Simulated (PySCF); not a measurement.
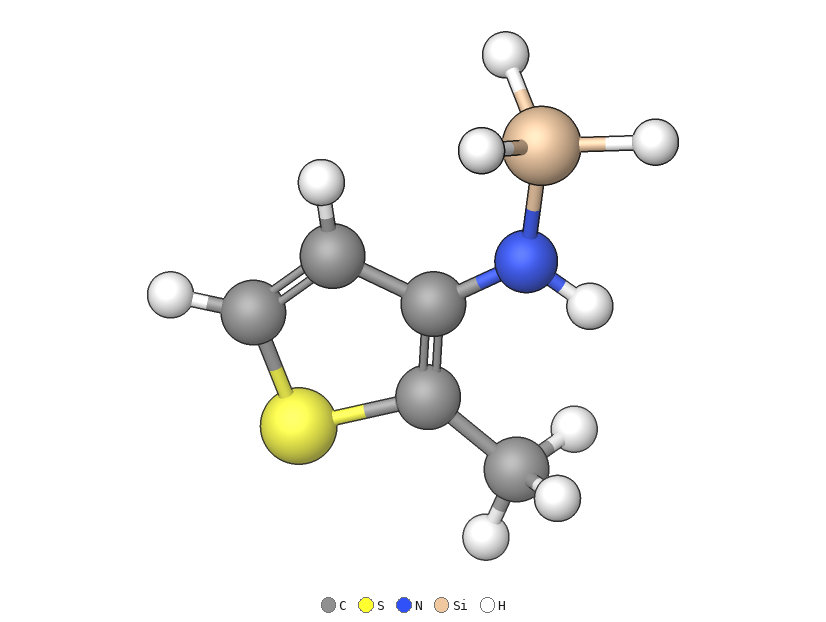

The computed structure is the end point of a GFN2-xTB optimisation. No frequency run is at hand to confirm it as a minimum. Method: CAM-B3LYP/def2-SVPD, gas phase (PySCF 2.14.0). Excitations: vertical, linear response.

> What is the mean static polarisability?

110.9 bohr³.

> What is the HOMO energy (Kohn–Sham orbital)?

−6.87 eV.

> Give the dipole moment at this level.

1.27 D.

> Give the HOMO–LUMO gap at this level.

7.74 eV.

The geometry is semi-empirical. Around Si such bond lengths and angles can be off by a tenth of an ångström or more and by several degrees, and values that hang on the shape move with them.
